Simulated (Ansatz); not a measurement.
```xyz
7

N     0.8870   -0.4117    0.2535
P    -0.8771   -2.8577   -1.4559
Si    0.8305   -1.4703   -1.0581
H     0.1488   -0.3228    0.9641
H     1.6783    0.2243    0.4296
H     2.0383   -1.3791   -1.9169
H    -1.5441   -2.3528   -0.2746
```

Geometry: BLYP-D3(BJ)/def2-SVP.

These are results of isolated molecule in a Gaussian basis; Kohn-Sham density functional theory, functional PBE0 in Ansatz 0.2.0, not measurements.

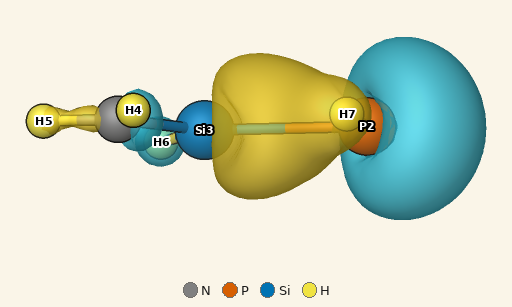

H4NPSi (SMILES [NH2+]=[SiH][PH]) (charge +1, doublet). One frontier orbital at ±0.15 Å⁻³ᐟ² (yellow and cyan are the two phases), seen from one side.

Question: Which orbital is it: HOMO (β) or LUMO (β)?

Answer: The HOMO (β), at −13.91 eV. It lies mainly on P2 (about 70 %) and Si3 (about 15 %); it is symmetric in the molecular plane (an in-plane orbital: σ, lone-pair or in-plane π type).
